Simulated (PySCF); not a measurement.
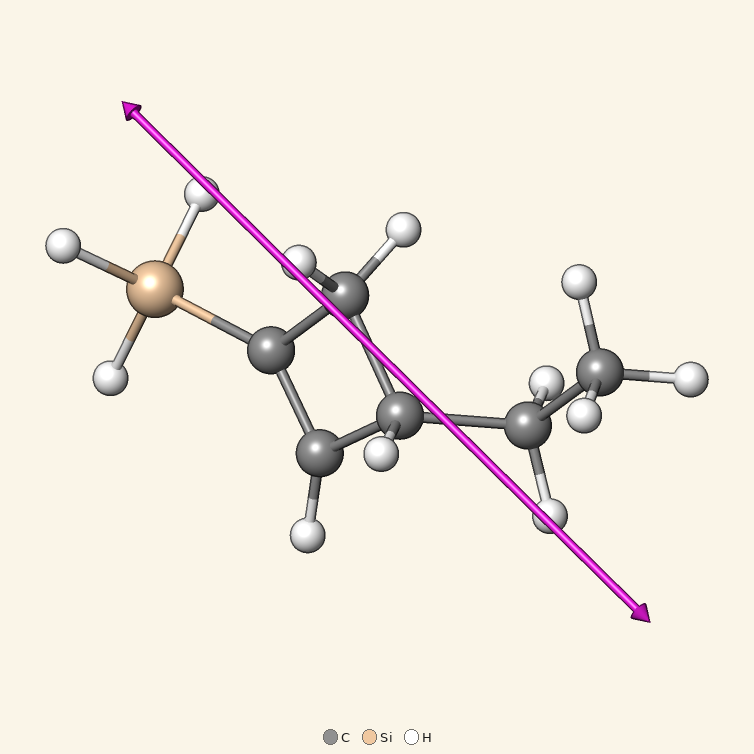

The double arrow shows the direction of the transition dipole to excited singlet state 2 (its length means nothing). The computed structure is the end point of a GFN2-xTB optimisation. No frequency run is at hand to confirm it as a minimum. Method: TDDFT PBE0/def2-SVPD, vertical, gas phase, core orbitals frozen in the response (PySCF 2.14.0).

Question. Give its energy, strength and character.

Answer. 6.58 eV (188 nm), oscillator strength 0.33, mainly HOMO → LUMO (weight 0.87); transition dipole 3.61 D.

The geometry is semi-empirical. Around Si such bond lengths and angles can be off by a tenth of an ångström or more and by several degrees, and values that hang on the shape move with them.
